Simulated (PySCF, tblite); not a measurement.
# C₅H₅N₂Si radical: geometry, infrared bands and EPR parameters

Aim: predict the infrared bands and EPR parameters of C₅H₅N₂Si radical (`N#C[SiH2][C@@H]1[CH][C@H]1C#N`).

Computed with tblite 0.8.0 and PySCF 2.14.0, with density-fitted response routines of our own, on a single molecule in the gas phase. Atoms count from 0, in the outputs and in this text.

## Step 1: The molecule as given

13 atoms, charge 0, multiplicity 2; geometry from: force field or distance geometry start.

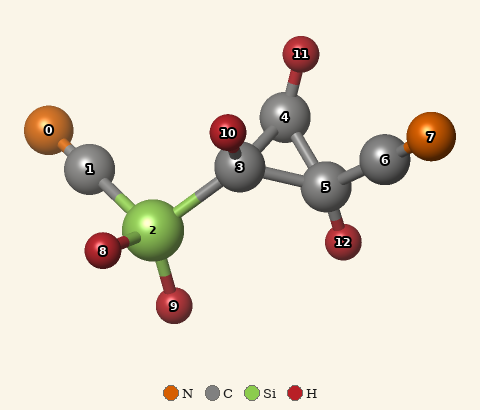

The starting geometry (nitrogen orange, carbon grey, silicon green, hydrogen red), atoms numbered.

## Step 2: Geometry optimisation with GFN2-xTB

The job: settings as JSON, then the geometry in Å.

```
{"job": {"kind": "relax", "xc": "GFN2-xTB", "basis": "xTB"}, "charge": 0, "multiplicity": 2}
N     -3.639200     0.656300     0.732100
C     -2.751600     0.076700     0.249600
Si    -1.355500    -0.855100    -0.490600
C      0.190100    -0.216100     0.254800
C      0.388800     1.273800     0.401000
C      1.266600     0.444100    -0.511300
C      2.621000     0.221500     0.011000
N      3.695300     0.054200     0.450500
H     -1.527800    -2.273200    -0.137100
H     -1.453200    -0.715900    -1.933200
H      0.511600    -0.806500     1.159200
H      0.845000     1.558000     1.386100
H      1.204400     0.582700    -1.589900
```

The run is started by

```
OMP_NUM_THREADS=1 python probes_run.py task.json out
```

The driver reads the jobs from task.json and runs them one after another.

**Question.** This job is followed by: GFN2-xTB harmonic vibrations, gas phase; UKS B3LYP, pcH-1 on C H N Si, non-relativistic, mean-field spin-orbit, GIAO. Predict these results of the whole session: strongest single infrared mode (GFN2-xTB); zero-point energy (GFN2-xTB); g(iso) (B3LYP); ⟨S²⟩; largest a(iso); surface potential, least and greatest.

As calculated:

| quantity | value |
| --- | --- |
| strongest single infrared mode (GFN2-xTB) | 2378 cm⁻¹, 299 km/mol |
| zero-point energy (GFN2-xTB) | 49.9 kcal/mol |
| g(iso) (B3LYP) | 2.00249 |
| ⟨S²⟩ | 0.753 (exact 0.75) |
| largest a(iso) | 13C on C4, 279.8 MHz |
| surface potential, least and greatest | -1.60 V and 2.06 V |

**Reading.** Relaxing lowered the energy by 0.564 eV in 111 steps; the close pair that moved most is Si2–C3, from 1.831 to 1.899 Å. No mode is imaginary among the 33: a minimum at this level. The strongest single mode, at 2378 cm⁻¹, moves mainly C6 and N7. Unscaled tight-binding wavenumbers are off by several per cent, some by more. Its intensities can rank the bands wrongly. C4 carries the largest spin population, 0.95 e. The isotropic g lies 0.2 ppt above the free-electron value.
